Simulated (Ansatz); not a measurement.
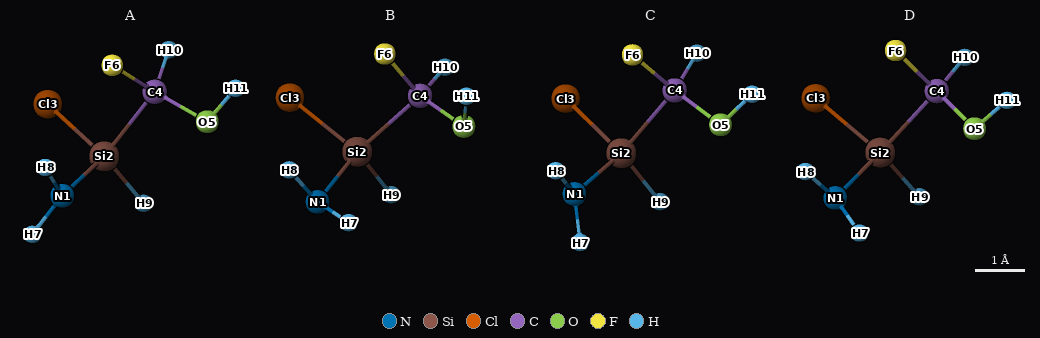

4 geometries from one relaxation of CH5ClFNOSi (coarse preliminary run), in shuffled order. A ball-and-stick model, seen from a free direction.

The start comes from a force field.

Level of theory: RKS PBE-D4/def2-SVP in Ansatz. Settings: force threshold 0.03 eV/Å; at most 200 steps.

**Put them in the order of the run, from the start to the converged end.**

B, D, C, A. They are steps 0, 4, 13, 22, at +18.7 kcal/mol, +2.49 kcal/mol, +1.33 kcal/mol relative to the last. The energy falls by 18.7 kcal/mol in 19 accepted moves (22 points after the start). The largest force component goes from 3.8 to 0.014 eV/Å. The line search rejected the trial steps at points 7, 16, 21 of the run. The atom that moves furthest after the best rigid fit is H7 (1.31 Å). By element the largest moves are H 1.31 Å, Cl 0.49 Å, F 0.46 Å, N 0.28 Å, C 0.23 Å, O 0.18 Å. Near-neighbour distances that change, for instance: C4–H10 1.027 → 1.117 Å, C4–O5 1.428 → 1.380 Å, Si2–Cl3 2.062 → 2.106 Å, N1–H8 1.064 → 1.024 Å. Among the angles between lasting bonds that change: Si2–N1–H7 109.9° → 122.4°, Si2–N1–H8 104.0° → 116.4°, N1–Si2–C4 115.8° → 104.4°. Groups turn about C4–O5 by about 50°, Si2–C4 by about 25°. Cost: 38 s on 4 threads of Arm Neoverse V2 (shared host).
